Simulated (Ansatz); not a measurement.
## Electronic structure of GaH3N···H2 (doublet) in real space

The calculation's input:

```
crystal:
  periodic: [false, false, false]
  atoms:
    - { symbol: Ga, position_ang: [-0.088654, -0.570473, -0.502751] }
    - { symbol: H, position_ang: [0.024317, -0.243751, 2.248779] }
    - { symbol: "N", position_ang: [1.605359, -0.081121, -1.022312] }
    - { symbol: H, position_ang: [2.425631, -0.654932, -0.912242] }
    - { symbol: H, position_ang: [1.82169, 0.811128, -1.437764] }
    - { symbol: H, position_ang: [-1.250746, 0.500007, -0.752013] }
    - { symbol: H, position_ang: [0.034903, 0.239141, 2.768303] }
magnetization:
  spin_polarized: true
  initial_magnetization: 1
basis:
  gaussian: { orbitals: def2-TZVP }
hamiltonian:
  xc: b3lyp
  dispersion: d4
relax:
  f_tol: 0.03
  max_steps: 50
output:
  orbitals: {}
```

Launched as:

```sh
ansatz run input.yaml --threads 4 --pin off --max-ram 5120MiB --backend cpu --events-out ev --progress --plain --runs-dir out
```

The fields are those of the run's last geometry, not of the input's.

These are results of Ansatz, UKS B3LYP-D4/def2-TZVP, not measurements.

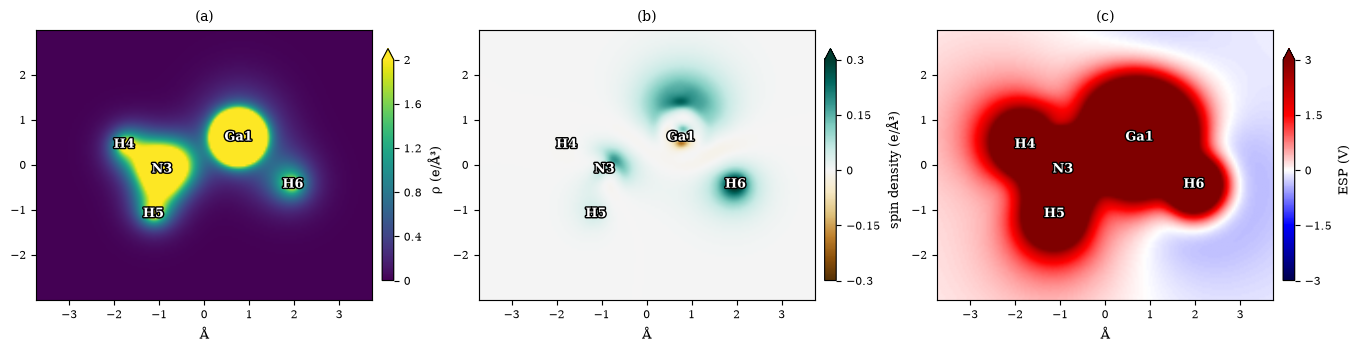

Figure 1. (a) electron density; (b) spin density; (c) molecular electrostatic potential on the plane of atoms Ga1, N3 and H4.

> What does the map show?

- Atoms in the plane: Ga, N and H.
- Ga–N (1.84 Å): the density is about 0.86 e/Å³ at the midpoint.
- N–H (1.01 Å): the density is about 2.9 e/Å³ at the midpoint.
- Ga–H (1.60 Å): ρ is about 0.9 e/Å³ halfway.
- The unpaired spin (1 electron) lies mostly on Ga1 (about 0.8) and H6 (about 0.2), in electrons by Hirshfeld's partition.
- Outside the dense part of the complex the potential is most negative (−0.4 V) near H6.

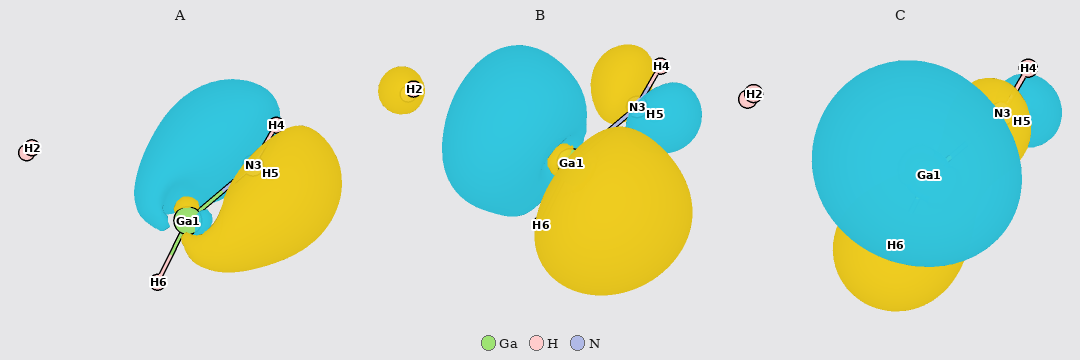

Figure 2. Three frontier orbitals at ±0.08 Å⁻³ᐟ² (yellow and cyan are the two phases), in no order.

> Which picture is the HOMO−1, the HOMO and the LUMO? All are α orbitals.

A is the HOMO−1 (α) (−7.07 eV). It lies mainly on N3 (about 70 %) and Ga1 (about 15 %); largely a lone pair of N3. C is the HOMO (α) (−5.41 eV). It lies mainly on Ga1 (about 75 %), H6 (about 15 %) and N3 (about 5 %). B is the LUMO (α) (−1.05 eV). Its weight (Hirshfeld) is mainly on Ga1 (about 75 %) and N3 (about 10 %).

> What is the gap between the highest occupied and lowest empty α orbitals?

4.36 eV between the orbital energies.

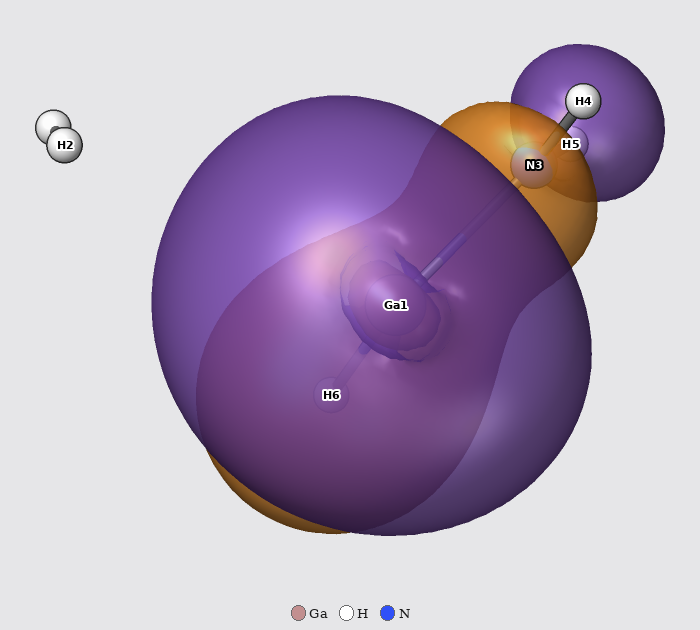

Figure 3. One frontier orbital at ±0.06 Å⁻³ᐟ² (orange and purple are the two phases), seen at a tilt.

> Which orbital is it: HOMO (α) or LUMO (α)?

The HOMO (α), at −5.41 eV. By Hirshfeld shares it lies mainly on Ga1 (about 75 %), H6 (about 15 %) and N3 (about 5 %).
